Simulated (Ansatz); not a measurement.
# C2H11GaNOSbSi: small, medium and large basis sets

How large a basis does C2H11GaNOSbSi need? Two functionals are run in growing sets.

Method: one geometry, several basis sets; program: Ansatz 0.2.0, Gaussian basis.

Levels to be run: PBE0-D4/def2-SVP; ωB97M-V/def2-SVP; PBE0-D4/def2-QZVPP; ωB97M-V/def2-QZVPP; the functionals' def2-TZVPP values are taken from earlier runs.

### Step 1. The geometry

All runs share one geometry, relaxed beforehand with PBE0-D4 in a triple-zeta def2 set. Sb takes the def2 core potential; no spin-orbit term is included.

SMILES `[CH3][SbH][C](N)([GaH2])O[SiH3]`, 18 atoms, charge 0, spin multiplicity 1.

Atoms are counted from 1 here; the program's logs count them from 0.

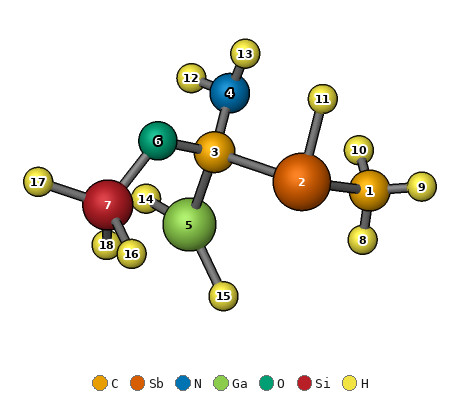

The geometry (carbon amber, antimony orange, nitrogen blue, gallium green, oxygen teal, silicon red, hydrogen yellow); atoms are numbered from 1 in the order of the file.

### Step 2. PBE0-D4 in def2-SVP

Contents of in.yaml:

```yaml
crystal:
  periodic: [false, false, false]
  atoms:
    - {symbol: C, position_ang: [-0.681239, -2.089290, -1.769184]}
    - {symbol: Sb, position_ang: [0.216854, -1.935517, 0.183802]}
    - {symbol: C, position_ang: [0.504165, 0.235667, 0.067604]}
    - {symbol: N, position_ang: [1.291483, 0.564019, -1.058364]}
    - {symbol: Ga, position_ang: [-1.255847, 1.224706, -0.147129]}
    - {symbol: O, position_ang: [1.161830, 0.643646, 1.322937]}
    - {symbol: Si, position_ang: [0.178256, 1.138265, 2.524254]}
    - {symbol: H, position_ang: [-1.739129, -1.834551, -1.696328]}
    - {symbol: H, position_ang: [-0.591070, -3.113642, -2.130670]}
    - {symbol: H, position_ang: [-0.175233, -1.407332, -2.451397]}
    - {symbol: H, position_ang: [1.809131, -2.240894, -0.391097]}
    - {symbol: H, position_ang: [1.428347, 1.561941, -1.175175]}
    - {symbol: H, position_ang: [2.187956, 0.090456, -1.084690]}
    - {symbol: H, position_ang: [-1.128843, 2.679762, -0.733833]}
    - {symbol: H, position_ang: [-2.635501, 0.485548, -0.026012]}
    - {symbol: H, position_ang: [-0.401317, 0.048942, 3.347434]}
    - {symbol: H, position_ang: [0.850862, 2.147030, 3.372274]}
    - {symbol: H, position_ang: [-1.020708, 1.801245, 1.845575]}
basis:
  gaussian: {orbitals: def2-SVP}
hamiltonian: {xc: pbe0, dispersion: d4}
output: {orbitals: {seedname: orbitals}}
```

Launch:

```bash
$ ansatz run in.yaml --threads 5 --pin off --events-out ev --progress --plain --max-ram 66560MiB --backend cpu
```

Standard output:

```text
Functional definition: PBE0
  name "PBE0"
  cite "Adamo & Barone, J. Chem. Phys. 110, 6158 (1999) doi:10.1063/1.478522"
  cite "Perdew, Burke & Ernzerhof, Phys. Rev. Lett. 77, 3865 (1996) doi:10.1103/PhysRevLett.77.3865"
  parent pbe
  parameter a = 0.25
  parameter kappa = 0.804
  parameter beta = 0.06672455060314922
  exchange = (1 - a)*pbe_x(kappa = kappa, mu = beta*pi^2/3) + a*exact_x
  correlation = pbe_c(beta = beta)
1956 factors; integrals over basis functions are off by at most 1.3e-3 eV
mean field evaluation 1: about -72541.8952 eV, gradient 7.1e1 eV
mean field evaluation 2: about -72517.6780 eV, gradient 1.2e2 eV
mean field evaluation 4: about -72552.3182 eV, gradient 8.7e0 eV
mean field evaluation 8: about -72552.6740 eV, gradient 1.1e0 eV
mean field evaluation 16: about -72552.6768 eV, gradient 5.0e-4 eV
mean field -72552.67677373 eV, -2666.2616934639 hartree, gradient 1.1e-5 eV, S^2 0.000000; 0 other end points of the search recorded, 0 dependent functions left out
reference -72552.67681281 eV, -2666.2616948999 hartree; 53, 53 occupied and 134, 134 virtual orbitals, 1956 factors
Total energy: -72553.21941711 eV, -2666.2816352405 hartree
```

Wall time 4.2 s (5 threads of AMD EPYC 7R13, shared host).

### Step 3. ωB97M-V in def2-SVP

Edit in.yaml of step 2 so:

```diff
@@ -23,3 +23,3 @@
   gaussian: {orbitals: def2-SVP}
-hamiltonian: {xc: pbe0, dispersion: d4}
+hamiltonian: {xc: {name: wB97M-V}}
 output: {orbitals: {seedname: orbitals}}
```

The command is unchanged.

Standard output, cut to the lines that bear on the results:

```text
Functional definition: wB97M-V
  name "wB97M-V"
  cite "Mardirossian & Head-Gordon, J. Chem. Phys. 144, 214110 (2016) doi:10.1063/1.4952647"
  cite "Becke, J. Chem. Phys. 107, 8554 (1997) doi:10.1063/1.475007"
  cite "Vydrov & Van Voorhis, J. Chem. Phys. 133, 244103 (2010) doi:10.1063/1.3521275"
  # Of w^i u^j: cxij and so on, Table III.
[...]
  gx(w, u) = 1 - cx + cx01*u + cx10*w
  gss(w, u) = css00 + css04*u^4 + css10*w + css20*w^2 + css43*w^4*u^3
  gos(w, u) = cos00 + cos10*w + (cos20 + cos21*u)*w^2 + (cos60 + cos61*u)*w^6
[...]
      + integral(e_c_pw_mod_opposite_spin*gos(b97_w_opposite, b97_u_opposite)) + vv10(b, c)
1956 factors; integrals over basis functions are off by at most 1.3e-3 eV
557 factors; integrals over basis functions are off by at most 6.3e-6 eV
[...]
mean field -72562.10289133 eV, -2666.6080968966 hartree, gradient 7.9e-5 eV, S^2 0.000000; 0 other end points of the search recorded, 0 dependent functions left out
reference -72562.10295295 eV, -2666.6080991612 hartree; 53, 53 occupied and 134, 134 virtual orbitals, 1956 factors
Total energy: -72562.10295295 eV, -2666.6080991612 hartree
```

It took 13 s on 5 threads of AMD EPYC 7R13, shared host.

### Step 4. PBE0-D4 in def2-QZVPP

Edit in.yaml of step 3 so:

```diff
@@ -22,4 +22,4 @@
 basis:
-  gaussian: {orbitals: def2-SVP}
-hamiltonian: {xc: {name: wB97M-V}}
+  gaussian: {orbitals: "def2-QZVPP.json"}
+hamiltonian: {xc: pbe0, dispersion: d4}
 output: {orbitals: {seedname: orbitals}}
```

Launch:

```bash
$ ansatz run in.yaml --threads 5 --pin off --events-out ev --progress --plain --max-ram 66560MiB --backend cuda --devices 0, --max-vram 37GiB
```

Standard output:

```text
Functional definition: PBE0
  name "PBE0"
  cite "Adamo & Barone, J. Chem. Phys. 110, 6158 (1999) doi:10.1063/1.478522"
  cite "Perdew, Burke & Ernzerhof, Phys. Rev. Lett. 77, 3865 (1996) doi:10.1103/PhysRevLett.77.3865"
  parent pbe
  parameter a = 0.25
  parameter kappa = 0.804
  parameter beta = 0.06672455060314922
  exchange = (1 - a)*pbe_x(kappa = kappa, mu = beta*pi^2/3) + a*exact_x
  correlation = pbe_c(beta = beta)
2804 factors; their error is unknown
mean field evaluation 1: about -72554.9652 eV, gradient 9.0e1 eV
mean field evaluation 2: about -72495.5714 eV, gradient 1.8e2 eV
mean field evaluation 4: about -72570.4602 eV, gradient 1.4e1 eV
mean field evaluation 8: about -72570.8916 eV, gradient 1.2e-1 eV
mean field evaluation 16: about -72571.0832 eV, gradient 1.0e-3 eV
mean field -72571.08320845 eV, -2666.9381174635 hartree, gradient 4.3e-5 eV, S^2 0.000000; 0 other end points of the search recorded, 0 dependent functions left out
reference -72571.08326509 eV, -2666.9381195451 hartree; 53, 53 occupied and 746, 746 virtual orbitals, 2804 factors
Total energy: -72571.62586940 eV, -2666.9580598857 hartree
```

Run time: 13 s. Hardware: 1 × H100 (card shared with other runs) with 5 threads of AMD EPYC 7R13, shared host.

### Step 5. ωB97M-V in def2-QZVPP

Edit in.yaml of step 4 so:

```diff
@@ -23,3 +23,3 @@
   gaussian: {orbitals: "def2-QZVPP.json"}
-hamiltonian: {xc: pbe0, dispersion: d4}
+hamiltonian: {xc: {name: wB97M-V}}
 output: {orbitals: {seedname: orbitals}}
```

Launched as before.

Standard output, cut to the lines that bear on the results:

```text
Functional definition: wB97M-V
  name "wB97M-V"
  cite "Mardirossian & Head-Gordon, J. Chem. Phys. 144, 214110 (2016) doi:10.1063/1.4952647"
  cite "Becke, J. Chem. Phys. 107, 8554 (1997) doi:10.1063/1.475007"
  cite "Vydrov & Van Voorhis, J. Chem. Phys. 133, 244103 (2010) doi:10.1063/1.3521275"
  # Of w^i u^j: cxij and so on, Table III.
[...]
  gx(w, u) = 1 - cx + cx01*u + cx10*w
  gss(w, u) = css00 + css04*u^4 + css10*w + css20*w^2 + css43*w^4*u^3
  gos(w, u) = cos00 + cos10*w + (cos20 + cos21*u)*w^2 + (cos60 + cos61*u)*w^6
[...]
      + integral(e_c_pw_mod_opposite_spin*gos(b97_w_opposite, b97_u_opposite)) + vv10(b, c)
2779 factors; their error is unknown
669 factors; integrals over basis functions are off by at most 6.0e-6 eV
[...]
mean field -72580.72202753 eV, -2667.2923375314 hartree, gradient 5.5e-5 eV, S^2 0.000000; 0 other end points of the search recorded, 0 dependent functions left out
reference -72580.72211781 eV, -2667.2923408492 hartree; 53, 53 occupied and 746, 746 virtual orbitals, 2779 factors
Total energy: -72580.72211781 eV, -2667.2923408492 hartree
```

Wall time 14 s (1 × H100 (card shared with other runs) with 5 threads of AMD EPYC 7R13, shared host); peak host memory 1.5 GiB.

### Step 6. Density functionals: the series

The def2-TZVPP values come from earlier runs at the same geometry.

| functional | basis | functions | energy (eV) | from the largest (eV) | HOMO (eV) | LUMO (eV) |
| --- | --- | --- | --- | --- | --- | --- |
| PBE0-D4 | def2-SVP | 187 | -72553.2194 | 18.406 | -6.42 | -1.12 |
| PBE0-D4 | def2-TZVPP | 418 | -72569.7777 | 1.848 | -6.48 | -1.24 |
| PBE0-D4 | def2-QZVPP | 799 | -72571.6259 | 0.000 | -6.49 | -1.27 |
| ωB97M-V | def2-SVP | 187 | -72562.1030 | 18.619 | -8.47 | 0.71 |
| ωB97M-V | def2-TZVPP | 418 | -72578.9387 | 1.783 | -8.56 | 0.51 |
| ωB97M-V | def2-QZVPP | 799 | -72580.7221 | 0.000 | -8.57 | 0.39 |

### Step 7. Outcome

| quantity | value |
| --- | --- |
| PBE0-D4: double and triple zeta above quadruple | 18.41, 1.85 eV |
| ωB97M-V: double and triple zeta above quadruple | 18.62, 1.78 eV |

For PBE0-D4 the step from double to triple zeta gains 16.56 eV and the next only 1.85 eV. These are total energies; as a rule much of such shifts cancels in differences, which this series doesn't test.
